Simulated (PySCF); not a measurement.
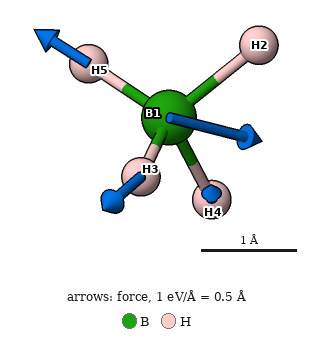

Starting geometry of BH$_{4}$ (charge −1) with the computed forces as blue arrows. A ball-and-stick model, seen from a free direction.

The start comes from GFN2-xTB. Its atoms were then displaced at random by about 0.03 Å.

Computed with PBE0-D3(BJ)/def2-SVP geometry optimisation, gas phase (PySCF 2.14.0, density-fitted response routines). 

Q: Is this structure relaxed? If not, where do the atoms go?

A: It isn't relaxed: the largest force vector, on B1, is 2.57 eV/Å. The final displacements follow the starting forces only in part (cosine between the two patterns 0.75). Over 4 geometry steps the energy falls by 4.13 kcal/mol. B1 moves most after the best rigid fit: 0.076 Å. Largest moves by element: B 0.076 Å, H 0.071 Å. Some distances before and after: B1–H3 1.170 → 1.253 Å, B1–H5 1.187 → 1.252 Å, B1–H4 1.296 → 1.252 Å, B1–H2 1.248 → 1.252 Å. Bond angles that change, for instance: H3–B1–H5 119.4° → 109.5°, H4–B1–H5 103.1° → 109.5°, H3–B1–H4 105.4° → 109.5°. Cost: 1.2 s on 1 thread of Intel(R) Xeon(R) Platinum 8488C (shared host).

Limits of the set-up: the basis has no diffuse functions, which an anion needs.
